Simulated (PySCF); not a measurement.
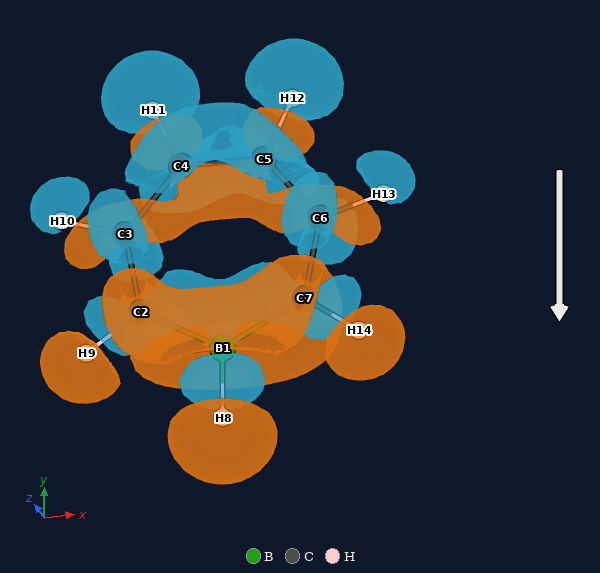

*C$_{6}$H$_{7}$B, SMILES `B1C=CC=CC=C1`. Change of the electron density in a uniform field of 0.26 V/Å along −y (arrow), surfaces at ±0.002 e/Å³ (light blue: gain, orange: loss).*

Level of theory: B3LYP/6-31+G* (PySCF), at a geometry from GFN2-xTB. No frequency check shows the geometry to be a minimum. The basis has diffuse s and p functions alone, which still leaves polarisabilities too small, most of all across bonds.

Input script:

```python
import numpy as np
from pyscf import gto, scf, dft
from pyscf.scf import atom_ks, atom_hf
from scipy.linalg import block_diag

def solve(mol, dm0=None, hcore=None):
    mf = (dft.UKS if mol.spin else dft.RKS)(mol, xc='b3lyp')
    mf.grids.level = 3
    mf = mf.density_fit(auxbasis='def2-universal-jkfit')
    mf.conv_tol, mf.max_cycle = 1e-8, 80
    if hcore is not None:
        mf.get_hcore = lambda *args: hcore
    mf.kernel(dm0)
    if not mf.converged:
        mf = mf.newton().run(mf.mo_coeff, mf.mo_occ, max_cycle=30)
    assert mf.converged, 'SCF not converged'
    return mf

mol = gto.M(atom='''
B      0.00047    -1.73203     0.00000
C     -1.34203    -1.00822     0.00000
C     -1.59901     0.33040     0.00000
C     -0.68312     1.40654     0.00000
C      0.68246     1.40685     0.00000
C      1.59884     0.33111     0.00000
C      1.34245    -1.00762     0.00000
H      0.00081    -2.90858     0.00000
H     -2.23511    -1.62792     0.00000
H     -2.63954     0.64627     0.00000
H     -1.14698     2.38753     0.00000
H      1.14589     2.38805     0.00000
H      2.63923     0.64745     0.00000
H      2.23581    -1.62693     0.00000
''', basis='6-31+g*', charge=0, spin=0, verbose=4)
field = np.array([-0.0, -0.005, -0.0])  # atomic units
mol.set_common_orig(mol.atom_charges() @ mol.atom_coords() / mol.atom_charges().sum())
mf = solve(mol)
out = dict(dm0=mf.make_rdm1(), d0=mf.dip_moment(unit='AU'), e0=mf.e_tot)
for name, sign in (('p', 1), ('m', -1)):
    h = mf.get_hcore() + sign * np.einsum('x,xij->ij', field, mol.intor('int1e_r'))
    mi = solve(mol, mf.make_rdm1(), h)
    out.update({'dm' + name: mi.make_rdm1(), 'd' + name: mi.dip_moment(unit='AU'), 'e' + name: mi.e_tot})
# spherically averaged free atoms, for the promolecule
atm = atom_ks.get_atm_nrks(mol, xc='b3lyp')
pro = block_diag(*[(atm[a[0]][2] * atm[a[0]][3]) @ atm[a[0]][2].T for a in mol._atom])
np.savez('result.npz', pro=pro, **out)
```

Run with:

```sh
OMP_NUM_THREADS=1 python input.py
```

The run took 50 s on 1 thread of Arm Neoverse V2, on a shared host, peak memory 0.67 GiB.

Partitions, critical points and surface values were worked out afterwards from this run's density.

**How large is the response?**

The induced dipole is 1.33 D (along the field); α along this axis, from the fields in both directions, is 105 bohr³ (15.6 Å³).

**Which atoms gain and lose the most charge?**

Electrons gather most on C4 and C5 alike (Hirshfeld charge changes by −0.011 e) and leave B1 most (+0.017 e); 0.104 electrons are displaced in all.
